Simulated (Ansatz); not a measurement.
System: Cl₃HSn···H (doublet).

Input

```
crystal:
  periodic: [false, false, false]
  atoms:
    - { symbol: Sn, position_ang: [0.041604, 0.0, -0.071461] }
    - { symbol: Cl, position_ang: [-0.042824, 0.0, 2.324699] }
    - { symbol: H, position_ang: [1.634865, 0.0, -0.699055] }
    - { symbol: Cl, position_ang: [-1.127759, 1.88166, -0.824247] }
    - { symbol: Cl, position_ang: [-1.127759, -1.88166, -0.824247] }
    - { symbol: H, position_ang: [-0.007528, 0.0, 4.899911] }
magnetization:
  spin_polarized: true
  initial_magnetization: 1
basis:
  gaussian: { orbitals: def2-SVP }
hamiltonian:
  xc: b3lyp
  dispersion: d4
relax:
  f_tol: 0.03
  max_steps: 50
output:
  orbitals: {}
```

Run with:

```sh
ansatz run input.yaml --threads 4 --pin off --max-ram 5120MiB --backend cpu --events-out ev --progress --plain --runs-dir out
```

The fields are those of the run's last geometry, not of the input's.

Core potentials replace the inner electrons of Sn.

The calculation used UKS B3LYP-D4/def2-SVP in Ansatz.

Q: What will maps of the electron density, electron localisation function and spin density show?

A: Cl2···H6 (2.93 Å): the density falls to about 0.05 e/Å³ on the way; the ELF dips to about 0 between them: a weak contact between the two molecules.
Sn–Cl (2.35 Å): ρ is about 0.54 e/Å³ halfway; the ELF peaks at about 0.80 in the valence shell of Cl, 0.9 Å from its nucleus, and drops to about 0.15 between the two atoms.
The unpaired spin (1 electron) lies mostly on H6 (about 1.0), in electrons by Hirshfeld's partition.

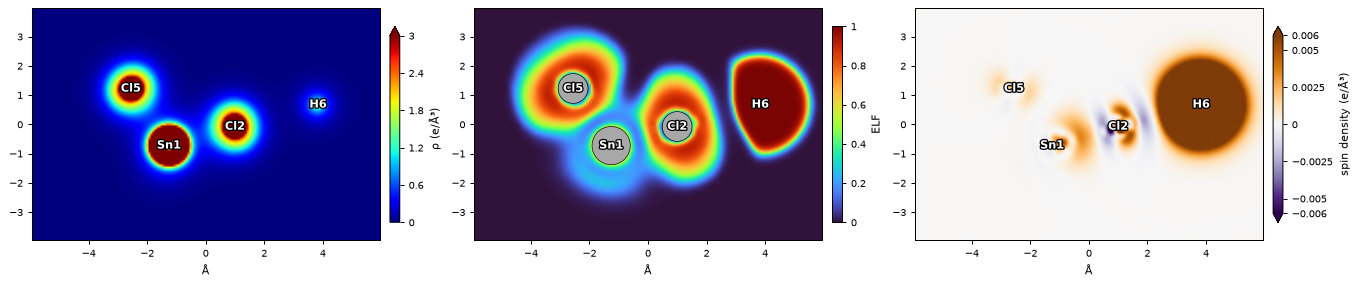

Computed electron density, electron localisation function and spin density on the plane of atoms Cl2, Sn1 and Cl5, in this order. Grey discs cover the atomic cores in the ELF map. 
